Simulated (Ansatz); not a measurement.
System: CH2SSi (SMILES [CH2][Si]#[S+]) (charge +1, doublet).

```yaml
atoms:
  - { symbol: C, position_ang: [-0.1396, -1.2036, -1.5711] }
  - { symbol: S, position_ang: [-2.4545, -0.5741, 1.2408] }
  - { symbol: Si, position_ang: [-1.2606, -0.8989, -0.2097] }
  - { symbol: H, position_ang: [-0.3160, -0.7472, -2.5452] }
  - { symbol: H, position_ang: [0.7292, -1.8483, -1.4380] }
```

Geometry: B3LYP/6-31G*.

These are results of Ansatz 0.2.0, isolated molecule in a Gaussian basis; Kohn-Sham density functional theory, functional PBE0, not measurements.

What will maps of the electron density, electron localisation function and spin density show?

C–Si (1.79 Å): ρ at the midpoint is about 1.1 e/Å³; the ELF peaks at about 0.95 between the atoms, as expected for a covalent bond.
Si–S (1.91 Å): the density is about 1.1 e/Å³ at the midpoint; the ELF peaks at about 0.80 between the atoms; a covalent bond.
C–H (1.09 Å): ρ is about 2.1 e/Å³ halfway; the ELF climbs to about 1 towards the hydrogen, as it does in any bond to H: an ordinary covalent bond to hydrogen.
The unpaired spin (1 electron) lies mostly on C1 (about 0.7), S2 (about 0.2) and Si3 (about 0.1), in electrons by Hirshfeld's partition.

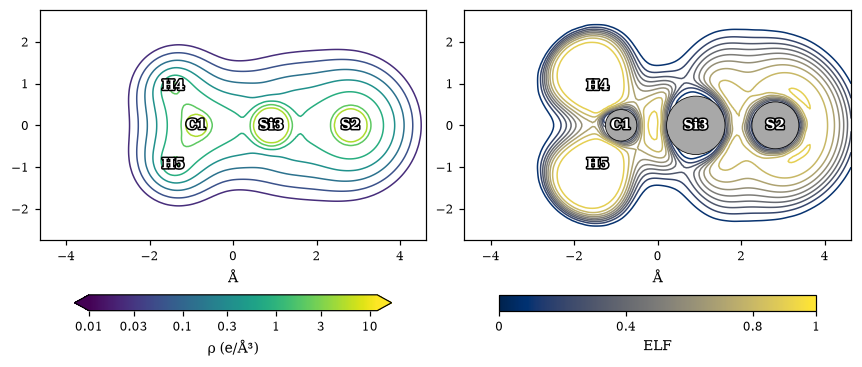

Computed electron density and electron localisation function on the molecular plane, in this order. Grey discs cover the atomic cores in the ELF map. 
